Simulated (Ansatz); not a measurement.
## Electronic structure of BH4OSi (SMILES [O-]B[SiH3]) (charge −1) in real space

Input file:

```
crystal:
  periodic: [false, false, false]
  atoms:
    - { symbol: O, position_ang: [-1.71748, -1.33333, 0.62034] }
    - { symbol: B, position_ang: [-0.53014, -1.14829, 0.21599] }
    - { symbol: Si, position_ang: [0.2807, 0.66966, -0.11179] }
    - { symbol: H, position_ang: [0.2665, -2.11687, -0.02742] }
    - { symbol: H, position_ang: [-0.29916, 1.52635, -1.19224] }
    - { symbol: H, position_ang: [1.71932, 0.75433, -0.48767] }
    - { symbol: H, position_ang: [0.26708, 1.65783, 1.00378] }
total_charge: -1
basis:
  gaussian: { orbitals: "6-31G" }
hamiltonian:
  xc: pbe
  dispersion: d4
relax:
  f_tol: 0.015
  max_steps: 40
output:
  orbitals: {}
```

Launched as:

```sh
ansatz run input.yaml --threads 1 --pin off --max-ram 2048MiB --backend cpu --events-out ev --progress --plain --runs-dir out
```

The fields are those of the relaxed geometry.

The highest occupied orbital lies above zero, a sign that basis and functional describe the outermost electron poorly.

Computed with RKS PBE-D4/6-31G in Ansatz 0.2.0.

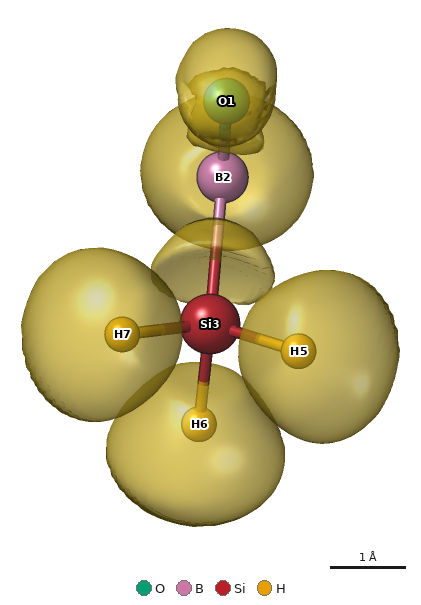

Figure 1. Isosurface of the ELF at 0.8 (yellow), seen at an oblique angle. Core shells and regions of very low density are left out.

> Where are the electrons localised?

The ELF exceeds this value in one region between bonded B–Si atoms (shared pairs), four regions around hydrogen nuclei and one region on O in which the atom's valence shell and bonds are merged. Profiles from the grid: B–O (1.30 Å): the ELF peaks at about 0.90 between the atoms: a shared but strongly polarised pair. Si–B (2.17 Å): the ELF peaks at about 0.95 between the atoms: localised, covalent bonding.

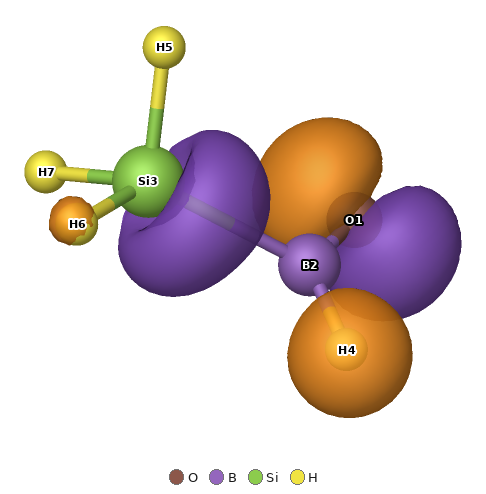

Figure 2. The HOMO at ±0.15 Å⁻³ᐟ² (orange and purple are the two phases), seen at an oblique angle.

> What is the character of this orbital?

Its weight (Hirshfeld) is mainly on O1 (about 55 %), Si3 (about 20 %), B2 (about 10 %) and H4 (about 10 %). Its energy is 1.10 eV.

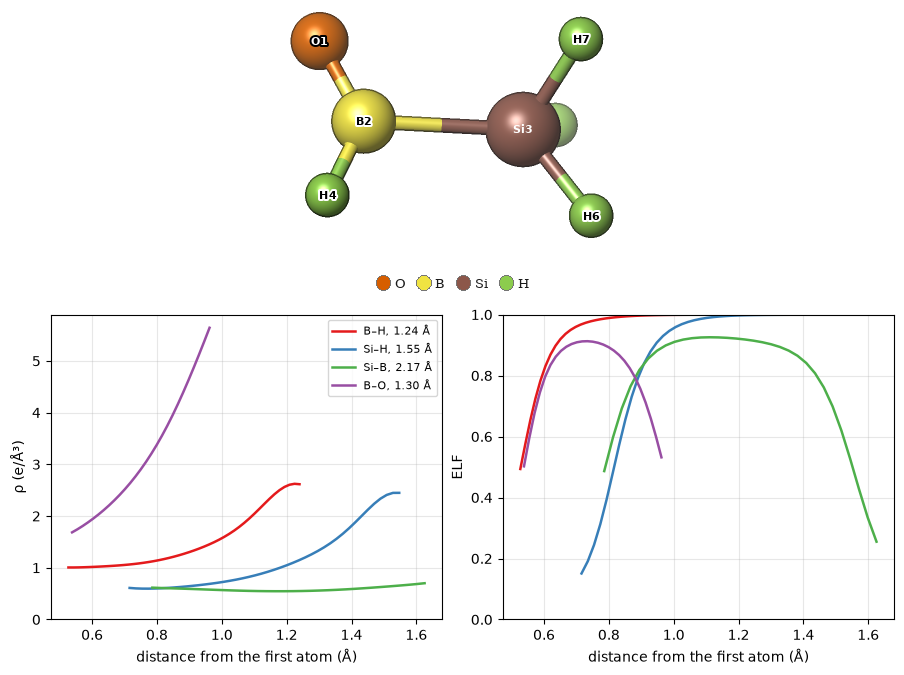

Figure 3. Total electron density and electron localisation function along straight lines between neighbouring atoms. The curves leave out the atomic cores. The structure is drawn too.

> What can be read from the curves?

B–H (1.24 Å): ρ is about 1 e/Å³ halfway; the ELF climbs to about 1 towards the hydrogen, as it does in any bond to H: an ordinary covalent bond to hydrogen.
Si–H (1.55 Å): ρ is about 0.6 e/Å³ halfway; the ELF climbs to about 1 towards the hydrogen.
Si–B (2.17 Å): ρ is about 0.55 e/Å³ halfway; the ELF peaks at about 0.95 between the atoms, as expected for a covalent bond.
B–O (1.30 Å): ρ at the midpoint is about 2.2 e/Å³; the ELF peaks at about 0.90 between the atoms; a polar covalent bond.
